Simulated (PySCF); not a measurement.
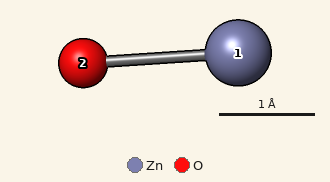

**Figure 1.** The starting structure (ball-and-stick view, seen at a tilt; atoms are numbered from 1 in the order of the input). Sticks mark near contacts. Bond lengths as drawn: O–Zn 1.67 Å.

**Geometry relaxation of ZnO (part 1 of 2)**

The run: geometry relaxation of ZnO. Method and program: RKS-pbe0/lanl2dz, optimize (PySCF 2.14.0).

Figures and captions count atoms from 1; the log counts them from 0 in places.

## Log
```
PySCF version 2.14.0

[INPUT] verbose = 4
[INPUT] num. atoms = 2
[INPUT] num. electrons = 20
[INPUT] charge = 0
[INPUT] spin (= nelec alpha-beta = 2S) = 0
[INPUT] symmetry False subgroup None
[INPUT] Mole.unit = angstrom
[INPUT] Symbol           X                Y                Z      unit          X                Y                Z       unit  Magmom
[INPUT]  1 Zn     0.000000000000   0.000000000000   0.000000000000 AA    0.000000000000   0.000000000000   0.000000000000 Bohr   0.0
[INPUT]  2 O      0.000000000000   0.000000000000   1.665000000000 AA    0.000000000000   0.000000000000   3.146393997401 Bohr   0.0

nuclear repulsion = 30.5111184674595
number of shells = 11
number of NR pGTOs = 59
number of NR cGTOs = 27
basis = lanl2dz
ecp = {'Zn': 'lanl2dz'}

******** <class 'pyscf.dft.rks.RKS'> ********
method = RKS
initial guess = minao
damping factor = 0
level_shift factor = 0
DIIS = <class 'pyscf.scf.diis.CDIIS'>
diis_start_cycle = 1
diis_space = 8
diis_damp = 0
SCF conv_tol = 1e-09
SCF conv_tol_grad = None
SCF max_cycles = 50
direct_scf = True
direct_scf_tol = 1e-13
XC library pyscf.dft.libxc version 7.0.0
    S. Lehtola, C. Steigemann, M. J.T. Oliveira, and M. A.L. Marques.,  SoftwareX 7, 1–5 (2018)
XC functionals = pbe0
    C. Adamo and V. Barone.,  J. Chem. Phys. 110, 6158 (1999)
    M. Ernzerhof and G. E. Scuseria.,  J. Chem. Phys. 110, 5029 (1999)
radial grids:
    Treutler-Ahlrichs [JCP 102, 346 (1995); DOI:10.1063/1.469408] (M4) radial grids

becke partition: Becke, JCP 88, 2547 (1988); DOI:10.1063/1.454033
pruning grids: <function nwchem_prune>
grids dens level: 3
symmetrized grids: False
atomic radii adjust function: <function treutler_atomic_radii_adjust>
small_rho_cutoff = 0
Set gradient conv threshold to 3.16228e-05
Initial guess from minao.
tot grids = 34728
init E= -136.633591614268

WARN: HOMO 0.23718388801201 == LUMO 0.237183888012012

cycle= 1 E= -99.9139789398802  delta_E= 36.7  |g|= 3.58  |ddm|= 8.45
  HOMO = -2.31614164502623  LUMO = -2.30821938886488  gap/eV = 0.21558
cycle= 2 E= -115.922140827359  delta_E=  -16  |g|= 5.14  |ddm|= 10.2
  HOMO = -1.33591965851951  LUMO = -1.13924714934448  gap/eV = 5.35173
cycle= 3 E= -136.978910730111  delta_E= -21.1  |g|= 3.85  |ddm|= 5.54
  HOMO = -0.868138327873096  LUMO = -0.806638850206193  gap/eV = 1.67349
cycle= 4 E= -138.109668194476  delta_E= -1.13  |g|=  3.4  |ddm|= 1.47
  HOMO = -1.04165499097014  LUMO = -0.922540175917802  gap/eV = 3.24128
cycle= 5 E= -138.037048583206  delta_E= 0.0726  |g|= 3.43  |ddm|= 0.764
  HOMO = -1.05602926078978  LUMO = -0.863458476636779  gap/eV = 5.24012
cycle= 6 E= -138.070065620441  delta_E= -0.033  |g|= 3.43  |ddm|= 0.297
  HOMO = -1.06718592702664  LUMO = -0.711835537274788  gap/eV = 9.66958
cycle= 7 E= -138.11817724774  delta_E= -0.0481  |g|= 3.39  |ddm|= 0.711
  HOMO = -0.611233110715108  LUMO = -0.496471404510256  gap/eV = 3.12283
cycle= 8 E= -139.314058619825  delta_E= -1.2  |g|=  2.6  |ddm|= 1.03
  HOMO = -0.514416925100516  LUMO = -0.338642976478719  gap/eV = 4.78305
cycle= 9 E= -139.848884655478  delta_E= -0.535  |g|= 1.87  |ddm|= 0.762
  HOMO = -0.254222010893252  LUMO = -0.140788913176298  gap/eV = 3.08667
cycle= 10 E= -140.440004826473  delta_E= -0.591  |g|= 0.268  |ddm|= 0.896
  HOMO = -0.252867307607503  LUMO = -0.140335524351749  gap/eV = 3.06215
cycle= 11 E= -140.458145835808  delta_E= -0.0181  |g|= 0.0384  |ddm|= 0.203
  HOMO = -0.253645020047324  LUMO = -0.139949606526623  gap/eV = 3.09381
cycle= 12 E= -140.45835298752  delta_E= -0.000207  |g|= 0.00255  |ddm|= 0.022
  HOMO = -0.253565073729551  LUMO = -0.139722564166544  gap/eV = 3.09781
cycle= 13 E= -140.458355317184  delta_E= -2.33e-06  |g|= 0.000453  |ddm|= 0.00393
  HOMO = -0.253700618710976  LUMO = -0.13971225005941  gap/eV = 3.10178
cycle= 14 E= -140.458355393607  delta_E= -7.64e-08  |g|= 0.000452  |ddm|= 0.00113
  HOMO = -0.253649938432537  LUMO = -0.139697538268041  gap/eV = 3.10080
cycle= 15 E= -140.458355449306  delta_E= -5.57e-08  |g|= 2.36e-05  |ddm|= 0.000346
  HOMO = -0.253652408974521  LUMO = -0.139696573117826  gap/eV = 3.10090
cycle= 16 E= -140.458355449509  delta_E= -2.03e-10  |g|= 1.4e-06  |ddm|= 3.16e-05
  HOMO = -0.253653005111792  LUMO = -0.139696741279463  gap/eV = 3.10091
Extra cycle  E= -140.458355449504  delta_E= 5.49e-12  |g|= 4.92e-06  |ddm|= 4.41e-06
converged SCF energy = -140.458355449504
Create scanner for <class 'pyscf.grad.rks.Gradients'>
Create scanner for <class 'pyscf.dft.rks.RKS'>
input.py

Current date and time:

#|     Arguments passed to driver run_optimizer():      |#
customengine              <pyscf.geomopt.geometric_solver.PySCFEngine object>
logIni                    [file]
maxiter                   30
----------------------------------------------------------
Custom engine selected.
Bonds will be generated from interatomic distances less than 1.20 times sum of covalent radii
6 internal coordinates being used (instead of 6 Cartesians)
Internal coordinate system (atoms numbered from 1):
Distance 1-2
Translation-X 1-2
Translation-Y 1-2
Translation-Z 1-2
Rotation-A 1-2
Rotation-B 1-2
Rotation-C 1-2
<class 'geometric.internal.Distance'> : 1
<class 'geometric.internal.TranslationX'> : 1
<class 'geometric.internal.TranslationY'> : 1
<class 'geometric.internal.TranslationZ'> : 1
<class 'geometric.internal.RotationA'> : 1
<class 'geometric.internal.RotationB'> : 1
<class 'geometric.internal.RotationC'> : 1
> ===== Optimization Info: ====
> Job type: Energy minimization
> Maximum number of optimization cycles: 30
> Initial / maximum trust radius (Angstrom): 0.100 / 0.300
> Convergence Criteria:
> Will converge when all 5 criteria are reached:
>  |Delta-E| < 1.00e-06
>  RMS-Grad  < 3.00e-04
>  Max-Grad  < 4.50e-04
>  RMS-Disp  < 1.20e-03
>  Max-Disp  < 1.80e-03
> === End Optimization Info ===

Geometry optimization cycle 1
Cartesian coordinates (Angstrom)
 Atom        New coordinates             dX        dY        dZ
  Zn   0.000000   0.000000   0.000000    0.000000  0.000000  0.000000
   O   0.000000   0.000000   1.665000    0.000000  0.000000  0.000000

WARN: Mole.unit (angstrom) is changed to Bohr

New geometry
   1 Zn     0.000000000000   0.000000000000   0.000000000000 AA    0.000000000000   0.000000000000   0.000000000000 Bohr
   2 O      0.000000000000   0.000000000000   1.665000000000 AA    0.000000000000   0.000000000000   3.146393997401 Bohr

******** <class 'pyscf.scf.hf.RKS_Scanner'> ********
method = RKS_Scanner
initial guess = minao
damping factor = 0
level_shift factor = 0
DIIS = <class 'pyscf.scf.diis.CDIIS'>
diis_start_cycle = 1
diis_space = 8
diis_damp = 0
SCF conv_tol = 1e-09
SCF conv_tol_grad = None
SCF max_cycles = 50
direct_scf = True
direct_scf_tol = 1e-13
XC library pyscf.dft.libxc version 7.0.0
    S. Lehtola, C. Steigemann, M. J.T. Oliveira, and M. A.L. Marques.,  SoftwareX 7, 1–5 (2018)
XC functionals = pbe0
    C. Adamo and V. Barone.,  J. Chem. Phys. 110, 6158 (1999)
    M. Ernzerhof and G. E. Scuseria.,  J. Chem. Phys. 110, 5029 (1999)
radial grids:
    Treutler-Ahlrichs [JCP 102, 346 (1995); DOI:10.1063/1.469408] (M4) radial grids

becke partition: Becke, JCP 88, 2547 (1988); DOI:10.1063/1.454033
pruning grids: <function nwchem_prune>
grids dens level: 3
symmetrized grids: False
atomic radii adjust function: <function treutler_atomic_radii_adjust>
small_rho_cutoff = 0
Set gradient conv threshold to 3.16228e-05
tot grids = 34728
init E= -140.458355449504
  HOMO = -0.253650725310612  LUMO = -0.13969609555356  gap/eV = 3.10086
cycle= 1 E= -140.458355449404  delta_E= 1e-10  |g|= 2.03e-05  |ddm|= 1.7e-05
  HOMO = -0.253660366390263  LUMO = -0.139698876978306  gap/eV = 3.10105
Extra cycle  E= -140.458355447685  delta_E= 1.72e-09  |g|= 8.4e-05  |ddm|= 7.02e-05
converged SCF energy = -140.458355447685

******** <class 'pyscf.grad.rhf.Gradients_Scanner'> for <class 'pyscf.scf.hf.RKS_Scanner'> ********
unit = Eh/Bohr
grid_response = True
--------------- RKS_Scanner gradients ---------------
         x                y                z
0 Zn    -0.0000000000     0.0000000000     0.0529497941
1 O     0.0000000000    -0.0000000000    -0.0529497941
----------------------------------------------
cycle 1: E = -140.458355448  dE = -140.458  norm(grad) = 0.0748823
Step    0 : Gradient = 5.295e-02/5.295e-02 (rms/max) Energy = -140.4583554477
Hessian Eigenvalues: 5.00000e-02 5.00000e-02 5.00000e-02 ... 5.00000e-02 5.00000e-02 4.04553e-01

Geometry optimization cycle 2
Cartesian coordinates (Angstrom)
 Atom        New coordinates             dX        dY        dZ
  Zn   0.000000  -0.000000  -0.034631    0.000000 -0.000000 -0.034631
   O  -0.000000   0.000000   1.699631   -0.000000  0.000000  0.034631
New geometry
   1 Zn     0.000000000000  -0.000000000000  -0.034630634438 AA    0.000000000000  -0.000000000000  -0.065442414608 Bohr
   2 O     -0.000000000000   0.000000000000   1.699630634438 AA   -0.000000000000   0.000000000000   3.211836412009 Bohr

******** <class 'pyscf.scf.hf.RKS_Scanner'> ********
method = RKS_Scanner
initial guess = minao
damping factor = 0
level_shift factor = 0
DIIS = <class 'pyscf.scf.diis.CDIIS'>
diis_start_cycle = 1
diis_space = 8
diis_damp = 0
SCF conv_tol = 1e-09
SCF conv_tol_grad = None
SCF max_cycles = 50
direct_scf = True
direct_scf_tol = 1e-13
XC library pyscf.dft.libxc version 7.0.0
    S. Lehtola, C. Steigemann, M. J.T. Oliveira, and M. A.L. Marques.,  SoftwareX 7, 1–5 (2018)
XC functionals = pbe0
    C. Adamo and V. Barone.,  J. Chem. Phys. 110, 6158 (1999)
    M. Ernzerhof and G. E. Scuseria.,  J. Chem. Phys. 110, 5029 (1999)
radial grids:
    Treutler-Ahlrichs [JCP 102, 346 (1995); DOI:10.1063/1.469408] (M4) radial grids

becke partition: Becke, JCP 88, 2547 (1988); DOI:10.1063/1.454033
pruning grids: <function nwchem_prune>
grids dens level: 3
symmetrized grids: False
atomic radii adjust function: <function treutler_atomic_radii_adjust>
small_rho_cutoff = 0
Set gradient conv threshold to 3.16228e-05
tot grids = 34728
init E= -140.439622487237
  HOMO = -0.257541660187818  LUMO = -0.153474266549888  gap/eV = 2.83182
cycle= 1 E= -140.461927331643  delta_E= -0.0223  |g|= 0.0367  |ddm|= 0.083
  HOMO = -0.259817748054322  LUMO = -0.146378701705584  gap/eV = 3.08683
cycle= 2 E= -140.458915449261  delta_E= 0.00301  |g|= 0.114  |ddm|= 0.0959
  HOMO = -0.24758544084259  LUMO = -0.142941808734596  gap/eV = 2.84750
cycle= 3 E= -140.462053846989  delta_E= -0.00314  |g|= 0.0256  |ddm|= 0.0911
  HOMO = -0.249969487845869  LUMO = -0.14382274370781  gap/eV = 2.88840
cycle= 4 E= -140.462211931971  delta_E= -0.000158  |g|= 0.00297  |ddm|= 0.015
  HOMO = -0.250465180230909  LUMO = -0.143944776631377  gap/eV = 2.89857
cycle= 5 E= -140.462214230653  delta_E= -2.3e-06  |g|= 0.000297  |ddm|= 0.0021
  HOMO = -0.25051207902099  LUMO = -0.143935693076554  gap/eV = 2.90009
cycle= 6 E= -140.462214281818  delta_E= -5.12e-08  |g|= 2.55e-05  |ddm|= 0.000605
  HOMO = -0.250511301003376  LUMO = -0.143927531625459  gap/eV = 2.90029
cycle= 7 E= -140.462214282715  delta_E= -8.97e-10  |g|= 7.57e-06  |ddm|= 0.000102
  HOMO = -0.250507678213519  LUMO = -0.143926644194027  gap/eV = 2.90022
Extra cycle  E= -140.462214282439  delta_E= 2.75e-10  |g|= 3.34e-05  |ddm|= 2.95e-05
converged SCF energy = -140.462214282439

******** <class 'pyscf.grad.rhf.Gradients_Scanner'> for <class 'pyscf.scf.hf.RKS_Scanner'> ********
unit = Eh/Bohr
grid_response = True
--------------- RKS_Scanner gradients ---------------
         x                y                z
0 Zn     0.0000000000     0.0000000000     0.0088234912
1 O    -0.0000000000    -0.0000000000    -0.0088234912
----------------------------------------------
cycle 2: E = -140.462214282  dE = -0.00385883  norm(grad) = 0.0124783
Step    1 : Displace = 3.463e-02/3.463e-02 (rms/max) Trust = 1.000e-01 (=) Grad = 8.823e-03/8.823e-03 (rms/max) E (change) = -140.4622142824 (-3.859e-03) Quality = 1.114
Hessian Eigenvalues: 5.00000e-02 5.00000e-02 5.00000e-02 ... 5.00000e-02 5.00000e-02 3.37138e-01

Geometry optimization cycle 3
Cartesian coordinates (Angstrom)
 Atom        New coordinates             dX        dY        dZ
  Zn  -0.000000  -0.000000  -0.041555   -0.000000 -0.000000 -0.006925
   O   0.000000   0.000000   1.706555    0.000000  0.000000  0.006925
New geometry
   1 Zn    -0.000000000000  -0.000000000000  -0.041555372716 AA   -0.000000000000  -0.000000000000  -0.078528273437 Bohr
   2 O      0.000000000000   0.000000000000   1.706555372716 AA    0.000000000000   0.000000000000   3.224922270838 Bohr
```
